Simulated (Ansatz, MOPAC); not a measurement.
**BaS (SMILES [S][Ba]): the harmonic wavenumber, rung by rung**

BaS, singlet, SMILES `[S][Ba]`. Each level relaxes the structure for itself.

Quantity: the harmonic wavenumber, in cm⁻¹. The values are calculated.

Measured value to compare with: Huber and Herzberg, Constants of Diatomic Molecules gives the harmonic wavenumber of the gas as 379 cm⁻¹.

```tsv
level	kind	program	value (cm⁻¹)	computed − measured
AM1	semi-empirical	MOPAC	343	-36
MNDO	semi-empirical	MOPAC	410	+31
PM6-D3H4	semi-empirical	MOPAC	167	-212
PM6-DH2X	semi-empirical	MOPAC	167	-212
SVWN5/def2-TZVP (core potential)	LDA	Ansatz	379	0
PBE-D3(BJ)/def2-TZVP (core potential)	GGA	Ansatz	369	-10
r2SCAN/def2-TZVP (core potential)	meta-GGA	Ansatz	378	-1
B3LYP-D4/def2-TZVP (core potential)	global hybrid	Ansatz	371	-8
wB97X-V/def2-TZVP (core potential)	range-separated hybrid	Ansatz	395	+16
CCSD(T)/def2-TZVP (core potential)	coupled cluster or CI	Ansatz	373	-6
```

Nearest: SVWN5/def2-TZVP (core potential) (0 cm⁻¹); farthest: PM6-DH2X (-212 cm⁻¹). Computed less measured by kind, in cm⁻¹ (def2-TZVP rows): semi-empirical -212 to +31; LDA +0; GGA -10; meta-GGA -1; global hybrid -8; range-separated hybrid +16; coupled cluster or CI -6. Harmonic and unscaled.

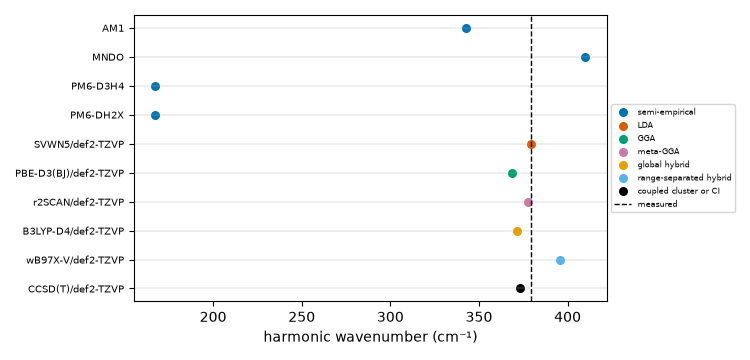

The values of the table, level by level.
